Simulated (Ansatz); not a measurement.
# LiLaSO (P4/nmm):Li_i (6-fold void), thermodynamic levels from a 64-atom cell

Charge states of Li_i (6-fold void) in LiLaSO (P4/nmm), set against the band edges. Model: a cell of 64 host atoms with 1 Li put in.

Method: place-levels on PBEsol runs: charge-transition levels and formation energies with image-charge correction and potential alignment at the atomic sites, in Ansatz 0.2.0.

## 1. The starting structure

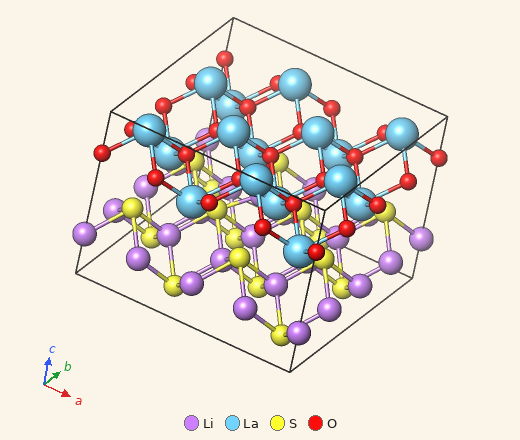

The cell as given, from a free direction (lithium purple, lanthanum blue, sulfur yellow, oxygen red). Some periodic images of atoms are drawn too.

The cell holds 65 atoms: 17 Li, 16 La, 16 S and 16 O. Cell: a = 11.242 Å, b = 11.242 Å, c = 8.634 Å, α = 90.0°, β = 90.0°, γ = 90.0°. It derives from LiLaSO (space group P4/nmm). Nearest the centre at fractional (0.747, 0.503, 0.753): Li65 at 0.00 Å, La53 at 2.13 Å, O64 at 2.13 Å, S58 at 2.13 Å, S41 at 2.13 Å, Li50 at 2.19 Å, La38 at 2.22 Å, O62 at 3.50 Å.

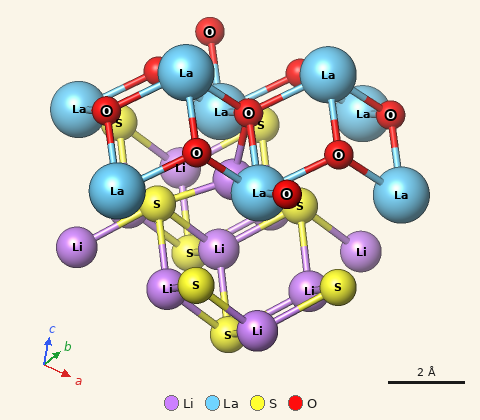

The atoms within 5 Å of the centre.

Structure file:

```xyz
65
Lattice="7.9492 7.9492 0.0000 -7.9492 7.9492 0.0000 0.0000 0.0000 8.6338" Properties=species:S:1:pos:R:3 pbc="T T T"
Li   -1.9873    1.9873    4.3169
Li    1.9873    1.9873    4.3169
Li    0.0000    0.0000    4.3169
Li    0.0000    3.9746    4.3169
La    0.0000    1.9873    7.3905
La    0.0000    5.9619    7.3905
La   -1.9873    3.9746    1.2434
La    1.9873    3.9746    1.2434
S    -1.9873    3.9746    5.7232
S     1.9873    3.9746    5.7232
S     0.0000    1.9873    2.9106
S     0.0000    5.9619    2.9106
O     0.0000    0.0000    0.0000
O     0.0000    3.9746    0.0000
O    -1.9873    1.9873    0.0000
O     1.9873    1.9873    0.0000
Li   -5.9619    5.9619    4.3169
Li   -1.9873    5.9619    4.3169
Li   -3.9746    3.9746    4.3169
Li   -3.9746    7.9492    4.3169
La   -3.9746    5.9619    7.3905
La   -3.9746    9.9365    7.3905
La   -5.9619    7.9492    1.2434
La   -1.9873    7.9492    1.2434
S    -5.9619    7.9492    5.7232
S    -1.9873    7.9492    5.7232
S    -3.9746    5.9619    2.9106
S    -3.9746    9.9365    2.9106
O    -3.9746    3.9746    0.0000
O    -3.9746    7.9492    0.0000
O    -5.9619    5.9619    0.0000
O    -1.9873    5.9619    0.0000
Li    1.9873    5.9619    4.3169
Li    5.9619    5.9619    4.3169
Li    3.9746    3.9746    4.3169
Li    3.9746    7.9492    4.3169
La    3.9746    5.9619    7.3905
La    3.9746    9.9365    7.3905
La    1.9873    7.9492    1.2434
La    5.9619    7.9492    1.2434
S     1.9873    7.9492    5.7232
S     5.9619    7.9492    5.7232
S     3.9746    5.9619    2.9106
S     3.9746    9.9365    2.9106
O     3.9746    3.9746    0.0000
O     3.9746    7.9492    0.0000
O     1.9873    5.9619    0.0000
O     5.9619    5.9619    0.0000
Li   -1.9873    9.9365    4.3169
Li    1.9873    9.9365    4.3169
Li    0.0000    7.9492    4.3169
Li    0.0000   11.9238    4.3169
La    0.0000    9.9365    7.3905
La    0.0000   13.9111    7.3905
La   -1.9873   11.9238    1.2434
La    1.9873   11.9238    1.2434
S    -1.9873   11.9238    5.7232
S     1.9873   11.9238    5.7232
S     0.0000    9.9365    2.9106
S     0.0000   13.9111    2.9106
O     0.0000    7.9492    0.0000
O     0.0000   11.9238    0.0000
O    -1.9873    9.9365    0.0000
O     1.9873    9.9365    0.0000
Li    1.9377    9.9365    6.5019
```

The host's dielectric constants go in as inputs: (5.41, 5.41, 5.12) for the electrons alone, (20.61, 20.61, 13.45) with the ions, from a response run on this crystal (DFPT, PBEsol) at that run's own cell.

The cell's shortest repeat is 8.6 Å.

## 2. Charge states

Levels follow from differences of total energies between charge states, each relaxed by itself.

Random displacements of about 0.05 Å break the site symmetry at the start, so that the relaxation can reach a distorted minimum if there is one. Forces are taken at one point at (¼, ¼, ¼). The cell holds 1 electron more than the neutral one, with a uniform background that keeps it neutral on the whole.

The sampling was tested on the host first: at the k-points planned (1x1x1 shifted 0.25 0.25 0.25) its energy lies 0.000 eV an atom from the dense-mesh value, under the bound of 0.02 eV set for this test; that bounds the host's error, not the defect's.

One state's input; the others differ in charge, spin, start and seed, and in occupations where the table says so.

Input file qm1.relax/input.yaml:

```yaml
crystal:
  lattice:
    - [3.9745914, 3.9745914, 0.0]
    - [-3.9745914, 3.9745914, 0.0]
    - [0.0, 0.0, 8.63382131]
  atoms:
    - { symbol: Li, position: [0.0, 0.5, 0.5] }
    - { symbol: Li, position: [0.5, 0.0, 0.5] }
    - { symbol: Li, position: [0.0, 0.0, 0.5] }
    - { symbol: Li, position: [0.5, 0.5, 0.5] }
    - { symbol: La, position: [0.25, 0.25, 0.85598973] }
    - { symbol: La, position: [0.75, 0.75, 0.85598973] }
    - { symbol: La, position: [0.25, 0.75, 0.14401027] }
    - { symbol: La, position: [0.75, 0.25, 0.14401027] }
    - { symbol: S, position: [0.25, 0.75, 0.66288714] }
    - { symbol: S, position: [0.75, 0.25, 0.66288714] }
    - { symbol: S, position: [0.25, 0.25, 0.33711286] }
    - { symbol: S, position: [0.75, 0.75, 0.33711286] }
    - { symbol: O, position: [0.0, 0.0, 0.0] }
    - { symbol: O, position: [0.5, 0.5, 0.0] }
    - { symbol: O, position: [0.0, 0.5, 0.0] }
    - { symbol: O, position: [0.5, 0.0, 0.0] }
  supercell: [2, 2, 1]
  defects:
    - { interstitial: { symbol: Li, position: [0.746881, 0.503119, 0.753072] } }
total_charge: -1
basis:
  ecutwfc: 420
  xc_grid: 2
hamiltonian:
  xc: pbesol
kpoints:
  mp_grid: { grid: [1, 1, 1], shift: [0.25, 0.25, 0.25] }
scf:
  occupations: { method: fixed }
  max_iter: 100
output:
  forces: true
  charged_corrections:
    epsilon: [5.41, 5.41, 5.12]
    static_epsilon: [20.61, 20.61, 13.45]
relax:
  f_tol: 0.02
  max_steps: 80
  random_displacement: { amplitude: 0.05, seed: 6429 }
checkpoint:
  write: "../qm1.relax.run"
  compress: false
  write_wavefunctions: true
  write_every: 100000
```

Started as:

```sh
ansatz run input.yaml --threads 4 --pin off --max-ram 7536MiB --backend cpu --events-out ev --progress --plain --runs-dir out
```

The relaxed structure is kept and the sampling changed to a 2×2×2 shifted mesh.

The run of this state that the levels use, under PBEsol:

Input file qm1.point/input.yaml:

```yaml
crystal:
  checkpoint: "../qm1.relax.run"
  host: checkpoint
total_charge: -1
basis:
  ecutwfc: 420
  xc_grid: 2
hamiltonian:
  xc: pbesol
kpoints:
  mp_grid: { grid: [2, 2, 2], shift: [0.5, 0.5, 0.5] }
scf:
  occupations: { method: fermi_dirac, width: 0.01 }
  max_iter: 100
output:
  forces: true
  eigenvalues: true
  charged_corrections:
    epsilon: [5.41, 5.41, 5.12]
    static_epsilon: [20.61, 20.61, 13.45]
    defect_position: [0.746881, 0.503119, 0.753072]
  eigenstates: { localisation: true }
  populations: true
  band_densities: [{ bands: [v1, v1] }, { bands: [c1, c1] }]
  write_density: true
  write_potential: true
  volumetric_format: npy
checkpoint:
  read: "../qm1.relax.run"
  write: "../qm1.point.run"
  compress: false
  write_wavefunctions: false
  write_every: 100000
```

Relaxations under PBEsol at one point at (¼, ¼, ¼); times on 4 threads of Arm Neoverse V1, shared host:

| charge | moment (μB) | occupations | outcome | steps | largest displacement against the far atoms (Å) | time |
| --- | --- | --- | --- | --- | --- | --- |
| −1 | 0 | fixed | converged | 9 | 0.33 | 2.3 min |
| 0 | 1 | fixed | converged | 8 | 0.32 | 3.8 min |
| +1 | 0 | fixed | converged | 7 | 0.32 | 99 s |
| −1 | 2 | fixed | converged | 8 | 0.33 | 4.5 min |

Single points under PBEsol at a 2×2×2 shifted mesh; times on 4 threads of Arm Neoverse V1, shared host:

| charge | moment (μB) | occupations | outcome | time |
| --- | --- | --- | --- | --- |
| −1 | 0 | fermi-dirac | converged | 2.2 min |
| 0 | 1 | fermi-dirac | converged | 4.3 min |
| +1 | 0 | fermi-dirac | converged | 2 min |
| −1 | 2 | fermi-dirac | converged | 4.7 min |

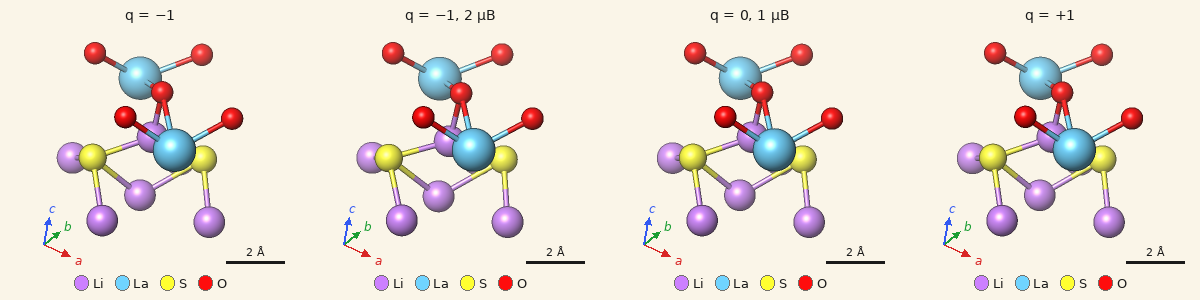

The structures near the centre after relaxation with PBEsol, by charge.

Distances (Å) from Li65 to the nearest atoms after relaxation with PBEsol:

| charge | moment (μB) | 1. | 2. | 3. | 4. | 5. | 6. |
| --- | --- | --- | --- | --- | --- | --- | --- |
| −1 | 0 | O 1.87 | S 2.22 | S 2.22 | Li 2.41 | La 2.51 | La 2.51 |
| −1 | 2 | O 1.98 | S 2.21 | S 2.23 | Li 2.28 | La 2.53 | La 2.53 |
| 0 | 1 | O 1.87 | S 2.21 | S 2.21 | Li 2.42 | La 2.50 | La 2.50 |
| +1 | 0 | O 1.86 | S 2.21 | S 2.21 | Li 2.43 | La 2.49 | La 2.49 |

## 3. place-levels, PBEsol

A charged cell interacts with its images and the background, and its potential has another zero than the host's. place-levels removes the first by a point-charge model, screened by the static dielectric constant since the ions have relaxed around the charge, and the second by comparing potentials at atoms far from the defect.

The host is a run of the defect-free crystal in the same cutoffs, grids and k-points, so that basis and sampling errors cancel in part in the differences. Its band edges come from a run of the primitive cell that searches the zone for them. The host is run in a cell of 16 atoms on a matching mesh. Chemical potentials are energies per atom of Li (bcc), run with the same functional and cutoff.

Input file levels.point.yaml:

```yaml
host:
  run: host.point.run
  levels_from: { run: edges.point.run }
states: [qm1.point.run, q0_M1.point.run, qp1.point.run, qm1_M2.point.run]
geometry_from:
  qm1.point.run: qm1.relax.run
  q0_M1.point.run: q0_M1.relax.run
  qp1.point.run: qp1.relax.run
  qm1_M2.point.run: qm1_M2.relax.run
  host.point.run: host.relax.run
chemical_potentials:
  Li:
    energy: -202.99658
    dataset: "<sha256 of the dataset>"
epsilon: [5.41, 5.41, 5.12]
static_epsilon: [20.61, 20.61, 13.45]
vertical:
  - { from: qm1.point.run, to: qm1.point_neutral.run }
  - { from: qp1.point.run, to: qp1.point_neutral.run }
  - { from: qm1_M2.point.run, to: qm1_M2.point_neutral.run }
```

Started as:

```sh
ansatz place-levels levels.point.yaml -- --threads 4 --pin off --max-ram 7536MiB
```

Numbers of over 12 decimals in the logs are rounded to 6 here.

Log:

```text
[... repeated set-up lines and file paths are left out, and long positions are rounded to six places ...]
(+1/0) 3.109 eV above the valence edge (+3.196 eV without the band-filling correction), in the conduction band; not on the lower envelope
(0/-1) 3.093 eV above the valence edge (+3.391 eV without the band-filling correction), in the conduction band; not on the lower envelope
(+1/-1) 3.101 eV above the valence edge (+3.293 eV without the band-filling correction), in the conduction band: charges between them are lowest nowhere
formation energy of charge +1: -0.590 eV with the Fermi level at the valence edge
formation energy of charge 0: +2.519 eV with the Fermi level at the valence edge
formation energy of charge -1: +5.613 eV with the Fermi level at the valence edge
vertical -1 to 0: no energy, since no alignment is typed
  the change from vertical[0].from (qm1.point.run) to vertical[0].to (qm1.point_neutral.run): by its potential at epsilon [5.41, 5.41, 5.12] it is spread over the cell along a vector, with an rms radius of about 8.0 Å (5.4 5.4 2.4 Å across the planes of the [...]
vertical +1 to 0: no energy, since no alignment is typed
  the change from vertical[1].from (qp1.point.run) to vertical[1].to (qp1.point_neutral.run): by its potential at epsilon [5.41, 5.41, 5.12] it stands at 0.765 0.476 0.537, with an rms radius of about 7.3 Å (4.9 4.9 2.2 Å across the planes of the cell's [...]
vertical -1 to 0: no energy, since no alignment is typed
  the change from vertical[2].from (qm1_M2.point.run) to vertical[2].to (qm1_M2.point_neutral.run): by its potential at epsilon [5.41, 5.41, 5.12] it stands at 0.752 0.491 0.655, with an rms radius of about 4.5 Å (2.9 2.9 1.9 Å across the planes of the cell's [...]
  edges by pbesol of host.levels_from (edges.point.run), its mesh sampled to repeats of 27.82 Å (the valence edge +0.136 eV and the conduction edge -0.265 eV from those of the host's own run), gap 3.068 eV; the host is sampled to repeats of 28.35 Å
  the defect's cells are sampled to repeats of 28.35 Å, like sampling
  charge +1: -125291.3312 eV with its correction of +0.145 eV, at epsilon [20.61, 20.61, 13.45], aligned at sites: +0.0344 eV, mean over 46 atomic sites at or beyond 4.32 Å from the defect at [0.7469, 0.5031, 0.7531], with -0.010254 for the charge's moments [...]
  charge 0: +0.000 eV for its dipole among its images, +0.000 omitted
  charge -1: -125269.8157 eV with its correction of +0.015 eV, at epsilon [20.61, 20.61, 13.45], aligned at sites: +0.0963 eV, mean over 46 atomic sites at or beyond 4.32 Å from the defect at [0.7469, 0.5031, 0.7531], with -0.010216 for the charge's moments [...]
  charge -1: states[3] (qm1_M2.point.run) stands 0.065 eV higher, with a moment of 2.00 μB against 0.00
  of states[2] (qp1.point.run): it parts from the run at its places by a charge that spreads by about 4.9 Å along one vector (1.9 Å or more is wide), by its potential at epsilon [5.41, 5.41, 5.12], taken for that of held ions (one typed too small widens it), [...]
  of states[1] (q0_M1.point.run): a band-filling correction moves a carrier to the host's band edge, which changes its energy by -0.087 eV; [...]
  of states[0] (qm1.point.run): it parts from the run at its places by a charge that spreads by about 5.4 Å along one vector (1.9 Å or more is wide), by its potential at epsilon [5.41, 5.41, 5.12], taken for that of held ions (one typed too small widens it), [...]
  of states[3] (qm1_M2.point.run): it parts from the run at its places by a charge that spreads by about 2.9 Å along one vector (1.9 Å or more is wide), by its potential at epsilon [5.41, 5.41, 5.12], taken for that of held ions (one typed too small widens [...]
  of vertical[0].from (qm1.point.run): its displacements don't fall off away from the defect: farther atoms stand 0.069 Å off the host's places. [...]
  of vertical[0].to (qm1.point_neutral.run): its displacements don't fall off away from the defect: farther atoms stand 0.069 Å off the host's places. [...]
  of vertical[1].from (qp1.point.run): its displacements don't fall off away from the defect: farther atoms stand 0.062 Å off the host's places. [...]
  of vertical[1].to (qp1.point_neutral.run): its displacements don't fall off away from the defect: farther atoms stand 0.062 Å off the host's places. [...]
  of vertical[2].from (qm1_M2.point.run): its displacements don't fall off away from the defect: farther atoms stand 0.057 Å off the host's places. [...]
  vertical[2].to (qm1_M2.point_neutral.run): levels filled in part (TS 0.006 eV): its energy is of no whole electron's
  of vertical[2].to (qm1_M2.point_neutral.run): its displacements don't fall off away from the defect: farther atoms stand 0.057 Å off the host's places. [...]
```

Wall time 0.53 s (4 threads of Arm Neoverse V1, shared host).

Levels between the charges placed, in eV above the valence top:

|  | gap (eV) | (+1/0) | (0/−1) |
| --- | --- | --- | --- |
| PBEsol | 3.07 | 3.11 | 3.09 |

Corrections by state:

| charge | moment (μB) | image terms and alignment (eV) | band filling (eV) | ε used | over the lowest of its charge, as the program ranks them, band filling apart (eV) |
| --- | --- | --- | --- | --- | --- |
| +1 | 0.0 | 0.145 | - | principal values (13.45, 20.61, 20.61) | 0.000 |
| 0 | 1.0 | 0.000 | -0.087 | - | 0.000 |
| −1 | 0.0 | 0.015 | -0.384 | principal values (13.45, 20.61, 20.61) | 0.000 |
| −1 | 2.0 | 0.031 | - | principal values (13.45, 20.61, 20.61) | 0.065 |

The charged structures listed were also run neutral, and place-levels reads from each pair, by the potential or the spins, how wide the charge is by which they differ; that can be the carrier of either run.

| charge | rms radius (Å) | spread where it is widest against the cell (Å) | wide from (Å) | reading |
| --- | --- | --- | --- | --- |
| +1 | 7.3 | 4.95 | 1.95 | wide |
| −1 | 8.0 | 5.43 | 1.95 | wide |

The neutral runs of these pairs need not share the spin of the lowest neutral state, and very wide values only mean spread over the cell.

From the program's caveats on the states, each cut to its opening words:

- charge +1: it parts from the run at its places by a charge that spreads by about 4.9 Å along one vector (1.9 Å or more is wide), by its potential at epsilon [5.41, 5.41, [...]
- charge +1: its displacements don't fall off away from the defect: farther atoms stand 0.062 Å off the host's places
- charge 0 (1 μB): a band-filling correction moves a carrier to the host's band edge, which changes its energy by -0.087 eV
- charge 0 (1 μB): its alignment with the host at atomic sites is doubtful: the mean over the far sites moves by -0.0521 eV from their farther parts to their nearer, more than [...]
- charge 0 (1 μB): its displacements don't fall off away from the defect: farther atoms stand 0.065 Å off the host's places
- charge −1: it parts from the run at its places by a charge that spreads by about 5.4 Å along one vector (1.9 Å or more is wide), by its potential at epsilon [5.41, 5.41, [...]
- charge −1: a band-filling correction moves a carrier to the host's band edge, which changes its energy by -0.384 eV
- charge −1: its alignment with the host at atomic sites is doubtful: the mean over the far sites moves by -0.0815 eV from their farther parts to their nearer, more than [...]
- charge −1: its sublattices stand up to 0.0477 Å off the host's, which by the two runs' forces adds about +0.01 eV to its energy against the host's, and moves the band [...]
- charge −1: its displacements don't fall off away from the defect: farther atoms stand 0.069 Å off the host's places
- charge −1 (2 μB): it parts from the run at its places by a charge that spreads by about 2.9 Å along one vector (1.9 Å or more is wide), by its potential at epsilon [5.41, 5.41, [...]
- charge −1 (2 μB): its displacements don't fall off away from the defect: farther atoms stand 0.057 Å off the host's places

Chemical potentials of the elements' reference phases, run alike. Formation energies (elemental references), with the Fermi level at the valence top and at the conduction bottom (gap 3.07 eV):

| charge | at valence top (eV) | at conduction bottom (eV) | correction included (eV) |
| --- | --- | --- | --- |
| +1 | -0.59 | 2.48 | 0.15 |
| 0 | 2.52 | 2.52 | -0.09 |
| −1 | 5.61 | 2.55 | -0.37 |

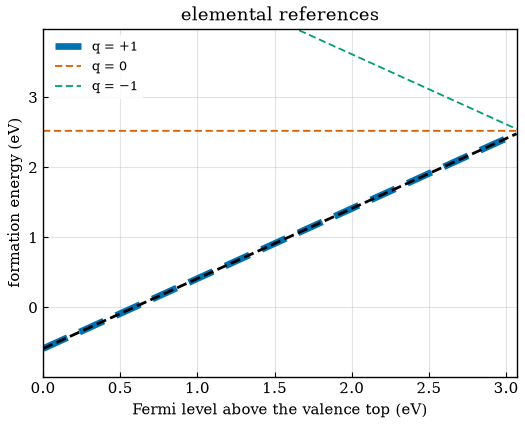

Formation energy against Fermi level; the thick line follows the lowest charge state.

## 4. Effect of the sampling

The relaxations' own energies give the levels at their sampling, for comparison.

Input file levels.relax_mesh.yaml:

```yaml
host:
  run: host.relax.run
  levels_from: { run: edges.relax.run }
states: [qm1.relax.run, q0_M1.relax.run, qp1.relax.run, qm1_M2.relax.run]
chemical_potentials:
  Li:
    energy: -202.99658
    dataset: "<sha256 of the dataset>"
```

Started as:

```sh
ansatz place-levels levels.relax_mesh.yaml -- --threads 4 --pin off --max-ram 7536MiB
```

Log:

```text
[...]
formation energy of charge +1: -0.590 eV with the Fermi level at the valence edge
formation energy of charge 0: +2.519 eV with the Fermi level at the valence edge
formation energy of charge -1: +5.606 eV with the Fermi level at the valence edge
  edges by pbesol of host.levels_from (edges.relax.run), its mesh sampled to repeats of 27.82 Å (the valence edge +0.136 eV and the conduction edge -0.265 eV from those of the host's own run), gap 3.068 eV; the host is sampled to repeats of 14.17 Å
[... the lines on each state left out ...]
```

It took 0.17 s on 4 threads.

Levels between neighbouring charges, in eV above the valence top:

|  | gap (eV) | (+1/0) | (0/−1) |
| --- | --- | --- | --- |
| one point at (¼, ¼, ¼) | 3.07 | 3.11 | 3.09 |
| a 2×2×2 shifted mesh | 3.07 | 3.11 | 3.09 |

Going from one point at (¼, ¼, ¼) to a 2×2×2 shifted mesh moves formation energies against the elements by up to 0.01 eV; band-filling terms, which differ between samplings, are in these energies.

## 5. Summary of results

| Quantity | Value |
| --- | --- |
| gap of the host | 3.07 eV (PBEsol) |
| level (plus 1/0) | 3.11 eV above the valence top, past the conduction bottom, not a change between lowest states (3.20 eV above the valence top without the band-filling term) |
| level (0/minus 1) | 3.09 eV above the valence top, past the conduction bottom, not a change between lowest states (3.39 eV above the valence top without the band-filling term) |
| lowest of the charges placed, just above the valence top (0.02 eV) | +1 |
| lowest of the charges placed, just below the conduction bottom (0.02 eV) | +1 |
| lowest formation energy at mid-gap of the charges run, elemental references | 0.94 eV |

**Reading.** Of the charges placed (−1, 0 and +1), +1 is the lowest from 0.02 eV above the valence top to 0.02 eV below the conduction bottom, a gap of 3.07 eV. Charges above +1 were not placed, so these runs say nothing of levels that involve them. States placed: +1 at 0 μB; 0 at 1 μB; −1 at 0 μB and 2 μB. Other spin states or structures, where not listed, weren't placed. The program finds carriers beyond a band edge of the host and adds a band-filling term at charge −1 (-0.38 eV) and 0 (-0.09 eV); steps to such a charge show no bound level, and a defect level inside a band would be read the same way. Going from one point at (¼, ¼, ¼) to a 2×2×2 shifted mesh moves formation energies against the elements by up to 0.01 eV; band-filling terms, which differ between samplings, are in these energies. The program doubts the alignment of potentials for at least one state, a sign that the cell is small. What this leaves open: the images are only 8.6 Å apart; PBEsol makes the gap too small and tends to spread out bound carriers; where a gas molecule sets a chemical potential or the host's formation energy, its binding is uncorrected; spin–orbit coupling, which can matter with heavy atoms, is left out; force components of up to 0.11 eV/Å remain in a run at the final settings.

[Logs are printed without paths, hosts, clocks, repeated set-up lines and the standing remarks that a program may print on its own settings, such as how far it seeks lower states.]

[Hosts, paths, dates, database ids (printed as entryN), source tags and the programs' standing remarks are cut or masked in the printed files.]

[Where a table of states has a column of steps, it counts the stored structures, which are thinned; the runs took as many ionic steps or more.]

[A defect's name tells the site on which it was built; relaxed atoms can leave that site.]

[For some hosts the program warned that the k-mesh of the response run may be too coarse for force constants and the static dielectric constant; such warnings are not shown here.]
